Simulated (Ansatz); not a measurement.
**Si2NH5F (SMILES F[SiH2]N[SiH2]) at UHF/3-21G**

Aim: the vertical doublet–quartet gap of Si2NH5F at UHF/3-21G, from 2 runs. 

The results are computed with Ansatz 0.2.0.

74 further runs of the same task are left out: 74 set aside as unsound or not needed.

### Step 1. The system as given

Si2NH5F has 9 atoms, charge 0, and is taken as a doublet. SMILES: `F[SiH2]N[SiH2]`. Geometry: relaxed at PBE0-D4/def2-TZVP. This is one conformer, not always the lowest.

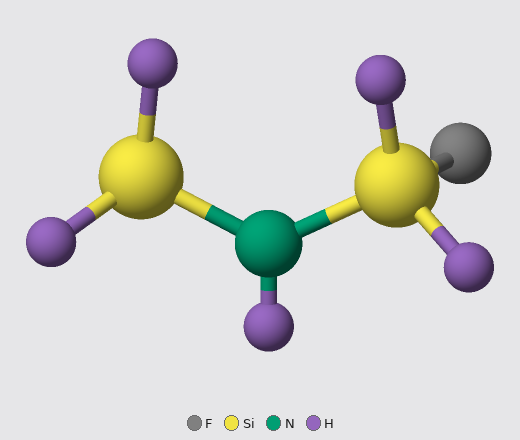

The structure, seen from a chosen angle (fluorine grey, silicon yellow, nitrogen teal, hydrogen purple).

### Step 2. The energy at UHF/3-21G

Input file job.yaml:

```yaml
crystal:
  periodic: [false, false, false]
  atoms:
    - {symbol: F, position_ang: [-1.778200, 1.208900, -1.181800]}
    - {symbol: Si, position_ang: [-0.288000, 1.123600, -0.604900]}
    - {symbol: N, position_ang: [0.241500, -0.491400, -0.403000]}
    - {symbol: Si, position_ang: [0.023600, -1.533600, 0.967900]}
    - {symbol: H, position_ang: [0.576300, 1.799100, -1.598800]}
    - {symbol: H, position_ang: [-0.302800, 1.779800, 0.718800]}
    - {symbol: H, position_ang: [0.600400, -0.942200, -1.234500]}
    - {symbol: H, position_ang: [-0.246300, -0.650000, 2.136200]}
    - {symbol: H, position_ang: [1.261800, -2.340700, 1.182700]}
basis:
  gaussian: {orbitals: 3-21G.json}
magnetization: {spin_polarized: true, initial_magnetization: 1}
hamiltonian: {xc: hf}
accuracy: high
output: {orbitals: {seedname: orbitals}}
```

The basis set 3-21G is read from a file made from the Basis Set Exchange's data (not shown).

On the command line:

```bash
$ ansatz run job.yaml --threads 1 --pin off --max-ram 3480MiB --events-out events.jsonl --progress --plain --runs-dir runs
```

Log:

```text
Warning: RAYON_NUM_THREADS=1 ignored (pool sized by the plan → 1); use --threads N
Functional definition: HF
  name "HF"
  exchange = exact_x
  correlation = 0
1275 factors; integrals over basis functions are off by at most 4.0e-9 eV
mean field evaluation 1: about -19884.4469 eV, gradient 2.3e1 eV
mean field evaluation 2: about -19884.4514 eV, gradient 2.3e1 eV
mean field evaluation 4: about -19886.6509 eV, gradient 1.6e0 eV
mean field evaluation 8: about -19886.6802 eV, gradient 2.7e-1 eV
mean field -19886.68182919 eV, -730.8220775458 hartree, gradient 5.1e-8 eV, S^2 0.752552; 0 other end points of the search recorded, 0 dependent functions left out
reference -19886.68182919 eV, -730.8220775458 hartree; 25, 24 occupied and 29, 30 virtual orbitals, 1275 factors
Total energy: -19886.68182919 eV, -730.8220775458 hartree
```

Run time: 1.1 s. Hardware: 1 thread of Arm Neoverse V2, shared host; peak memory 0.16 GiB.

### Step 3. The quartet, same level

Input file run.yaml:

```yaml
crystal:
  periodic: [false, false, false]
  atoms:
    - {symbol: F, position_ang: [-1.778200, 1.208900, -1.181800]}
    - {symbol: Si, position_ang: [-0.288000, 1.123600, -0.604900]}
    - {symbol: "N", position_ang: [0.241500, -0.491400, -0.403000]}
    - {symbol: Si, position_ang: [0.023600, -1.533600, 0.967900]}
    - {symbol: H, position_ang: [0.576300, 1.799100, -1.598800]}
    - {symbol: H, position_ang: [-0.302800, 1.779800, 0.718800]}
    - {symbol: H, position_ang: [0.600400, -0.942200, -1.234500]}
    - {symbol: H, position_ang: [-0.246300, -0.650000, 2.136200]}
    - {symbol: H, position_ang: [1.261800, -2.340700, 1.182700]}
basis:
  gaussian: {orbitals: 3-21G.json}
magnetization: {spin_polarized: true, initial_magnetization: 3}
hamiltonian: {xc: hf}
accuracy: high
output: {orbitals: {seedname: orbitals}}
```

The basis set 3-21G is read from a file made from the Basis Set Exchange's data (not shown).

On the command line:

```bash
$ ansatz run run.yaml --threads 1 --pin off --max-ram 3480MiB --events-out events.jsonl --progress --plain --runs-dir runs
```

Log:

```text
Warning: RAYON_NUM_THREADS=1 ignored (pool sized by the plan → 1); use --threads N
[... 4 set-up lines as earlier in the session ...]
1276 factors; integrals over basis functions are off by at most 4.0e-9 eV
mean field evaluation 1: about -19873.8157 eV, gradient 2.3e1 eV
mean field evaluation 2: about -19873.8256 eV, gradient 2.3e1 eV
mean field evaluation 4: about -19878.3906 eV, gradient 5.4e0 eV
mean field evaluation 8: about -19879.8156 eV, gradient 5.7e-1 eV
mean field evaluation 16: about -19879.8315 eV, gradient 1.5e-7 eV
mean field evaluation 32: about -19878.3533 eV, gradient 5.0e0 eV
mean field evaluation 64: about -19872.4791 eV, gradient 1.5e1 eV
mean field -19879.83151396 eV, -730.5703331041 hartree, gradient 1.4e-8 eV, S^2 3.764037; 0 other end points of the search recorded, 0 dependent functions left out
reference -19879.83151396 eV, -730.5703331041 hartree; 26, 23 occupied and 28, 31 virtual orbitals, 1276 factors
Total energy: -19879.83151396 eV, -730.5703331041 hartree
```

Run time: 1.9 s. Hardware: 1 thread of Arm Neoverse V2, shared host; peak memory 0.16 GiB.

### Step 4. Summary of results

At UHF/3-21G:

| quantity | value |
| --- | --- |
| doublet: total energy | -730.82208 Eh |
| doublet: HOMO energy (highest over α and β) | -8.45 eV |
| doublet: LUMO energy (lowest over α and β) | 1.40 eV |
| doublet: ⟨S²⟩ | 0.753 |
| quartet: total energy | -730.57033 Eh |
| quartet: HOMO energy (highest over α and β) | -2.94 eV |
| quartet: LUMO energy (lowest over α and β) | -1.33 eV |
| quartet: ⟨S²⟩ | 3.764 |
| vertical energy of the quartet above the doublet | 6.850 eV |

**Reading.** At this shape the quartet lies 6.85 eV (158 kcal/mol) above the doublet.
